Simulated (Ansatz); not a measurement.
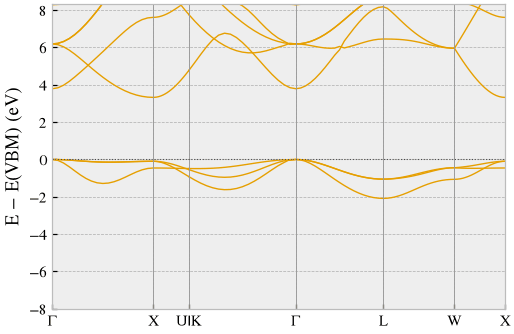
Figure: Band structure from the program Ansatz at the PBE level (PAW)

Question: Read off the gap and where the band edges lie.

Answer: About 3.3 eV (3.33 eV by a search for the band edges); maximum at Γ, minimum at X.

Question: Which compound is it?
A. CaO, rock salt
B. SrO, rock salt
C. CaS, rock salt
D. RbBr, rock salt

Answer: B, SrO, rock salt

Space group Fm-3m (rock salt). The cell was relaxed with PBE under the symmetry of its start. Spin–orbit coupling is left out wherever it is not named.

Potentials: the later of the program's two PAW sets.
